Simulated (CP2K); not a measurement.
**CH7BN2 (SMILES CNBN) at GFN2-xTB**

Aim: the energy change on altering one bond length of CH7BN2 at GFN2-xTB, from 2 runs. 

The calculation is run with CP2K 2026.2.

2 further runs of the same task are left out: 1 that didn't finish, 1 set aside as unsound or not needed.

**1. Starting point**

CH7BN2: 11 atoms, total charge 0, spin state singlet. As SMILES, `CNBN`. The shape is that of a GFN2-xTB optimisation. This is one conformer, not always the lowest.

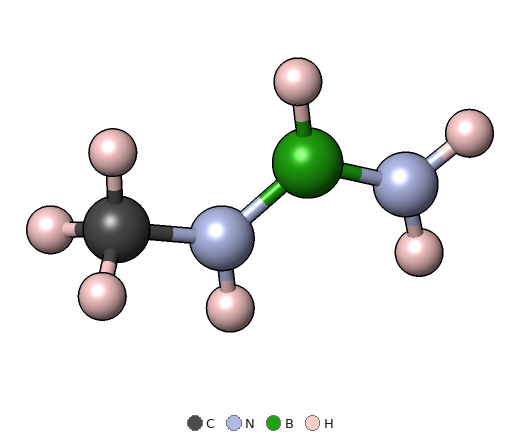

The structure, seen from a chosen angle (carbon dark grey, nitrogen light blue, boron green, hydrogen pink).

**2. Energy and gradient at GFN2-xTB**

The input, run.inp:

```
&FORCE_EVAL
   METHOD Quickstep
   &DFT
      CHARGE 0
      MULTIPLICITY 1
      &QS
         METHOD XTB
         EPS_DEFAULT 1.0E-10
         &XTB
            GFN_TYPE TBLITE
            &TBLITE
               METHOD GFN2
            &END TBLITE
            CHECK_ATOMIC_CHARGES F
         &END XTB
      &END QS
      &POISSON
         PERIODIC NONE
         POISSON_SOLVER ANALYTIC
      &END POISSON
      # self-consistent field
      &SCF
         SCF_GUESS ATOMIC
         EPS_SCF 1.0E-07
         MAX_SCF 150
         ADDED_MOS 4
         &DIAGONALIZATION
            ALGORITHM STANDARD
         &END DIAGONALIZATION
         &MIXING
            METHOD DIRECT_P_MIXING
            ALPHA 0.4
         &END MIXING
      &END SCF
      # extra output
      &PRINT
         &MOMENTS
            PERIODIC F
            REFERENCE COM
            MAX_MOMENT 1
         &END MOMENTS
         &MO ON
            ENERGIES T
            OCCUPATION_NUMBERS T
            NDIGITS 6
            &EACH
               QS_SCF 0
            &END EACH
            ADD_LAST NUMERIC
         &END MO
         &HIRSHFELD OFF
         &END HIRSHFELD
      &END PRINT
   &END DFT
   # atoms, cell and kinds
   &SUBSYS
      # vacuum box
      &CELL
         ABC [angstrom] 15.9 16.3 13.7
         PERIODIC NONE
      &END CELL
      &COORD
         C      6.842025     9.720310     7.010700
         N      7.347015     8.421090     6.647960
         B      8.645845     7.932400     6.837870
         N      8.976795     6.633350     6.421800
         H      6.489055    10.272100     6.131020
         H      6.008915     9.642220     7.718710
         H      7.640065    10.293050     7.478470
         H      6.647145     7.840270     6.210430
         H      9.459445     8.606570     7.345050
         H      8.326105     6.006950     5.981290
         H      9.891085     6.236270     6.531820
      &END COORD
   &END SUBSYS
   # extra output
   &PRINT
      &FORCES ON
      &END FORCES
   &END PRINT
&END FORCE_EVAL

&GLOBAL
   PROJECT_NAME run
   RUN_TYPE ENERGY_FORCE
   PRINT_LEVEL MEDIUM
&END GLOBAL
```

Launch:

```
OMP_NUM_THREADS=1 cp2k.psmp run.inp > run.out
```

The program printed, shortened:

```text
CP2K| version string:                                       CP2K version 2026.2
[...]
 GLOBAL| Method name                                                        CP2K
[...]
 GLOBAL| Run type                                                   ENERGY_FORCE
[...]
                             - Atoms:                                         11
[...]
                             - Spherical basis functions:                     23
[...]
 Number of electrons:                                                         24
[...]
  *** SCF run converged in    15 steps ***
[...]
  Fermi energy:                                                -0.14870622009532
[...]
 TB_DIPOLE| Moment [Debye]         -0.62267302      -0.53541970      -0.39844454
 TB_DIPOLE| Derivative [a.u.]       0.00000000       0.00000000       0.00000000
[...]
 ENERGY| Total FORCE_EVAL ( QS ) energy [hartree]            -12.831403125866050
 FORCES| Atomic forces [hartree/bohr]
 FORCES|   Atom     x               y               z               |f|
 FORCES|      1  6.57784659E-05  1.51007639E-04 -2.75868090E-04   3.21299419E-04
 FORCES|      2  1.77212632E-06  7.98183970E-05  4.56857179E-05   9.19853345E-05
 FORCES|      3 -1.73561818E-04 -5.71677885E-05 -6.41615242E-05   1.93671273E-04
 FORCES|      4  1.98565314E-04 -7.37346339E-05 -9.47112223E-06   2.12025193E-04
 FORCES|      5  6.38475923E-05 -1.35959007E-04  2.46047015E-04   2.88271574E-04
 FORCES|      6  3.74228945E-05  1.57584362E-05  2.51867116E-05   4.77825468E-05
 FORCES|      7 -1.63049740E-04 -8.05304121E-05 -2.77303470E-05   1.83954715E-04
 FORCES|      8  5.27433866E-05  5.71991207E-06  1.86645266E-05   5.62400816E-05
 FORCES|      9  2.55607881E-05  2.54818449E-05  9.84683877E-06   3.74117434E-05
 FORCES|     10  6.14925089E-06  9.15159551E-05  3.48795285E-05   9.81303461E-05
 FORCES|     11 -1.15228260E-04 -2.19103424E-05 -3.07925517E-06   1.17333273E-04
 FORCES| Sum     9.86895028E-17 -6.07085454E-17  1.30987716E-16
 FORCES| Total atomic force                                       1.74879751E-16
[...]
```

It took 0.22 s on 1 thread of Arm Neoverse V2, shared host.

**3. The distorted shape at the same level**

The input, job.inp:

```
&FORCE_EVAL
    METHOD Quickstep
    &DFT
        &QS
            METHOD XTB
            EPS_DEFAULT 1.0E-10
            &XTB
                GFN_TYPE TBLITE
                &TBLITE
                    METHOD GFN2
                &END TBLITE
                CHECK_ATOMIC_CHARGES F
            &END XTB
        &END QS
        ! isolated system
        &POISSON
            PERIODIC NONE
            POISSON_SOLVER ANALYTIC
        &END POISSON
        &SCF
            SCF_GUESS ATOMIC
            EPS_SCF 1.0E-07
            MAX_SCF 150
            ADDED_MOS 4
            &DIAGONALIZATION
                ALGORITHM STANDARD
            &END DIAGONALIZATION
            &MIXING
                METHOD DIRECT_P_MIXING
                ALPHA 0.4
            &END MIXING
        &END SCF
        &PRINT
            &MOMENTS
                PERIODIC F
                REFERENCE COM
                MAX_MOMENT 1
            &END MOMENTS
            &MO ON
                ENERGIES T
                OCCUPATION_NUMBERS T
                NDIGITS 6
                &EACH
                    QS_SCF 0
                &END EACH
                ADD_LAST NUMERIC
            &END MO
            &HIRSHFELD OFF
            &END HIRSHFELD
        &END PRINT
    &END DFT
    &SUBSYS
        ! box in angstrom
        &CELL
            ABC 15.9 16.3 13.7
            PERIODIC NONE
        &END CELL
        &COORD
            C      6.842025     9.691668     7.010700
            N      7.347015     8.392448     6.647960
            B      8.645845     7.903758     6.837870
            N      8.976795     6.604708     6.421800
            H      6.489055    10.243458     6.131020
            H      6.008915     9.613578     7.718710
            H      7.719882    10.321692     7.525255
            H      6.647145     7.811628     6.210430
            H      9.459445     8.577928     7.345050
            H      8.326105     5.978308     5.981290
            H      9.891085     6.207628     6.531820
        &END COORD
    &END SUBSYS
    &PRINT
        &FORCES ON
        &END FORCES
    &END PRINT
&END FORCE_EVAL

&GLOBAL
    PROJECT_NAME job
    RUN_TYPE ENERGY_FORCE
    PRINT_LEVEL MEDIUM
&END GLOBAL
```

Launch:

```
OMP_NUM_THREADS=1 cp2k.psmp -i job.inp -o job.out
```

The program printed, shortened:

```text
CP2K| version string:                                       CP2K version 2026.2
[...]
 GLOBAL| Method name                                                        CP2K
[...]
 GLOBAL| Run type                                                   ENERGY_FORCE
[...]
                             - Atoms:                                         11
[...]
                             - Spherical basis functions:                     23
[...]
 Number of electrons:                                                         24
[...]
  *** SCF run converged in    15 steps ***
[...]
  Fermi energy:                                                -0.14891858340531
[...]
 TB_DIPOLE| Moment [Debye]         -0.66646181      -0.60586221      -0.43967835
 TB_DIPOLE| Derivative [a.u.]       0.00000000       0.00000000       0.00000000
[...]
 ENERGY| Total FORCE_EVAL ( QS ) energy [hartree]            -12.825802985037150
 FORCES| Atomic forces [hartree/bohr]
 FORCES|   Atom     x               y               z               |f|
 FORCES|      1  2.97892769E-02  1.98449253E-02  1.64952002E-02   3.94121011E-02
 FORCES|      2  1.56093442E-03  3.34459402E-03  1.80144362E-03   4.10707007E-03
 FORCES|      3  1.00012451E-05 -4.26278613E-04 -1.57318287E-04   4.54491501E-04
 FORCES|      4  2.09577993E-04 -1.22727417E-04 -2.63037770E-05   2.44288442E-04
 FORCES|      5  2.42232670E-03  8.68957987E-04  1.72503092E-03   3.09814240E-03
 FORCES|      6  2.56592801E-03  1.25291954E-03  9.18779519E-04   2.99965827E-03
 FORCES|      7 -3.59981623E-02 -2.52105521E-02 -2.08038788E-02   4.86234614E-02
 FORCES|      8 -3.78657771E-04  4.91094570E-04  8.80283563E-05   6.26342219E-04
 FORCES|      9 -8.61921338E-05 -6.19750374E-05 -5.67623705E-05   1.20382540E-04
 FORCES|     10  2.79407116E-05  5.12009725E-05  2.50768805E-05   6.34907307E-05
 FORCES|     11 -1.22973832E-04 -3.21592480E-05 -9.29616688E-06   1.27448810E-04
 FORCES| Sum     4.10641573E-17  3.45589442E-17 -8.92772726E-19
 FORCES| Total atomic force                                       5.36785123E-17
[...]
```

Run time: 0.22 s. Hardware: 1 thread of Arm Neoverse V2, shared host.

**4. What came out**

At GFN2-xTB:

```
                                                         quantity         value
                                        first shape: total energy  -12.83140 Eh
           first shape: dipole moment (from atomic charges alone)        0.91 D
                                         first shape: HOMO energy      -9.44 eV
                                         first shape: LUMO energy      -3.15 eV
                                       first shape: HOMO–LUMO gap       6.29 eV
                            first shape: largest force on an atom    0.017 eV/Å
                                    distorted shape: total energy  -12.82580 Eh
       distorted shape: dipole moment (from atomic charges alone)        1.00 D
                                     distorted shape: HOMO energy      -9.45 eV
                                     distorted shape: LUMO energy      -3.16 eV
                                   distorted shape: HOMO–LUMO gap       6.29 eV
                        distorted shape: largest force on an atom    2.500 eV/Å
energy change with the C1–H7 bond stretched from 1.088 to 1.197 Å      0.152 eV
```

With the C1–H7 bond stretched from 1.088 to 1.197 Å the energy rises by 0.15 eV (3.5 kcal/mol). The dipole (first shape) comes from point charges on the atoms alone, without atomic dipoles, so it is partial. The dipole (distorted shape) comes from point charges on the atoms alone, without atomic dipoles, so it is partial.
